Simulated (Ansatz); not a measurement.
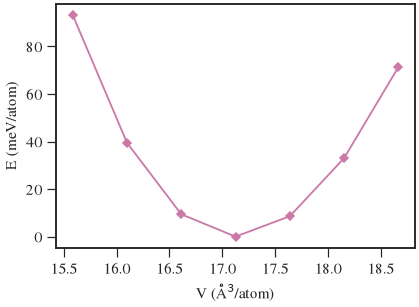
Nb (bcc (W type), Im-3m) under volume change, DFT-LDA in the program Ansatz with PAW potentials, scaled uniformly.

What does a third-order Birch–Murnaghan fit give for V₀, B₀ and B′?

V₀ = 17.12 Å³/atom, B₀ = 187 GPa, B′ = 3.5.

Symmetry was held in the LDA relaxation. The run is not spin-polarised.

Potentials: the later of the program's two PAW sets.
